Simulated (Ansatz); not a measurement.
# Run report: C₂H₆ClNSi, single-point calculation

C₂H₆ClNSi, multiplicity 3, computed with UKS wB97M-V/6-31++G** (Ansatz 0.2.0).

Some settings of this run were made unusual or wrong on purpose. The geometry comes from this level: PBE0-D4/def2-TZVP.

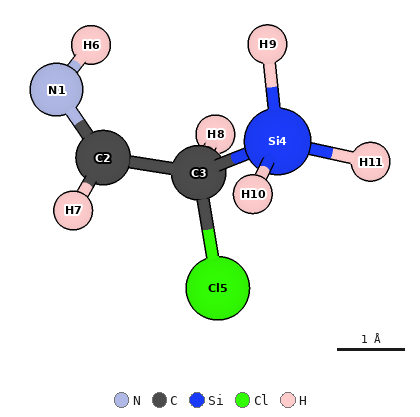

**Figure 1.** The structure (ball-and-stick view, seen at a tilt; atoms are numbered from 1 in the order of the input).

## Outcome

- outcome: converged
- total energy: −24034.3159 eV
- ⟨S²⟩: 2.016
- SCF solution under orbital rotations: stable
- hardware: 4 threads of Arm Neoverse V2, 23 GiB of memory available, shared host
- wall time: 50 s (CPU time 3.2 min)
- peak memory: 0.78 GiB

## Diagnosis

A setting was made wrong on purpose: grid. The program still converged, but the numbers can't be taken as results for the intended system.

## Input file
```yaml
crystal:
  periodic: [false, false, false]
  atoms:
    - {symbol: N, position_ang: [0.344136, 0.567172, 2.179749]}
    - {symbol: C, position_ang: [0.790723, 0.050328, 1.118330]}
    - {symbol: C, position_ang: [0.000595, -0.690357, 0.087958]}
    - {symbol: Si, position_ang: [-0.491613, 0.444118, -1.357804]}
    - {symbol: Cl, position_ang: [0.960334, -2.040162, -0.596772]}
    - {symbol: H, position_ang: [-0.653564, 0.377382, 2.298099]}
    - {symbol: H, position_ang: [1.851262, 0.179483, 0.885476]}
    - {symbol: H, position_ang: [-0.894104, -1.128461, 0.535898]}
    - {symbol: H, position_ang: [-1.368480, 1.519794, -0.826745]}
    - {symbol: H, position_ang: [0.742598, 1.026555, -1.936149]}
    - {symbol: H, position_ang: [-1.216686, -0.362949, -2.367540]}
basis:
  gaussian: {orbitals: "6-31++G**", final_grid: {core_spheres: 1, valence_spheres: 1, degree: 3}}
magnetization: {spin_polarized: true, initial_magnetization: 2}
hamiltonian: {xc: {name: wB97M-V}}
```

Launched with:
```bash
ansatz run in.yaml --threads 4 --pin off --events-out ev --progress --plain --max-ram 10444MiB
```

## The program's output
```
Functional definition: wB97M-V
  name "wB97M-V"
  cite "Mardirossian & Head-Gordon, J. Chem. Phys. 144, 214110 (2016) doi:10.1063/1.4952647"
  cite "Becke, J. Chem. Phys. 107, 8554 (1997) doi:10.1063/1.475007"
  cite "Vydrov & Van Voorhis, J. Chem. Phys. 133, 244103 (2010) doi:10.1063/1.3521275"
  # Of w^i u^j: cxij and so on, Table III.
  parameter omega = 0.3/bohr
  parameter cx = 0.15
  parameter cx01 = 1.007
  parameter cx10 = 0.259
  parameter css00 = 0.443
  parameter css04 = -1.437
  parameter css10 = -4.535
  parameter css20 = -3.390
  parameter css43 = 4.278
  parameter cos00 = 1.000
  parameter cos10 = 1.358
  parameter cos20 = 2.924
  parameter cos21 = -8.812
  parameter cos60 = -1.390
  parameter cos61 = 9.142
  parameter b = 6.0
  parameter c = 0.01
  gx(w, u) = 1 - cx + cx01*u + cx10*w
  gss(w, u) = css00 + css04*u^4 + css10*w + css20*w^2 + css43*w^4*u^3
  gos(w, u) = cos00 + cos10*w + (cos20 + cos21*u)*w^2 + (cos60 + cos61*u)*w^6
  exchange = spin_sum(e_x_unif_sr(omega)*gx(b97_w, b97_u_x)) + cx*exact_x_sr(omega) + exact_x_lr(omega)
  correlation = spin_sum(e_c_pw_mod_same_spin*gss(b97_w, b97_u_same))
      + integral(e_c_pw_mod_opposite_spin*gos(b97_w_opposite, b97_u_opposite)) + vv10(b, c)
1443 factors; their error is unknown
348 factors; integrals over basis functions are off by at most 2.0e-5 eV
mean field evaluation 1: about -24041.4558 eV, gradient 4.4e1 eV
mean field evaluation 2: about -24002.0424 eV, gradient 8.8e1 eV
mean field evaluation 4: about -24051.8342 eV, gradient 1.1e1 eV
mean field evaluation 8: about -24052.9868 eV, gradient 9.5e-1 eV
mean field evaluation 16: about -24033.8330 eV, gradient 7.0e-1 eV
mean field evaluation 32: about -24033.8446 eV, gradient 1.5e-4 eV
mean field -24034.31582434 eV, -883.2448155002 hartree, gradient 7.5e-6 eV, S^2 2.016034; 6 other end points of the search recorded, 0 dependent functions left out
reference -24034.31585698 eV, -883.2448166998 hartree; 29, 27 occupied and 110, 112 virtual orbitals, 1443 factors
Total energy: -24034.31585698 eV, -883.2448166998 hartree
```
